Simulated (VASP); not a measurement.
Band structure of Rh (fcc). Computed with r2SCAN+rVV10, VASP's PBE PAW potentials (set 64) (plane waves; VASP).

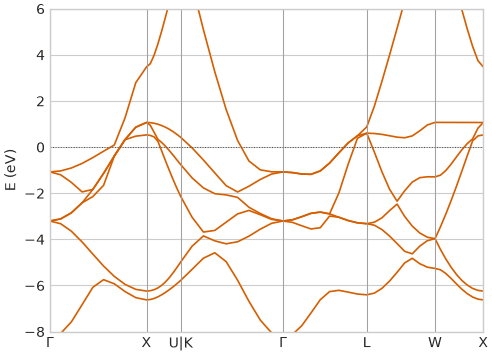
Bands along high-symmetry lines, zero at the valence-band maximum or, without a gap, the Fermi level

Problem. Read the plot: is there a gap, and where are the band edges?

Solution. It has no gap at this level: it comes out as a metal or semimetal.

The compound is Rh in the fcc structure. It was relaxed first.
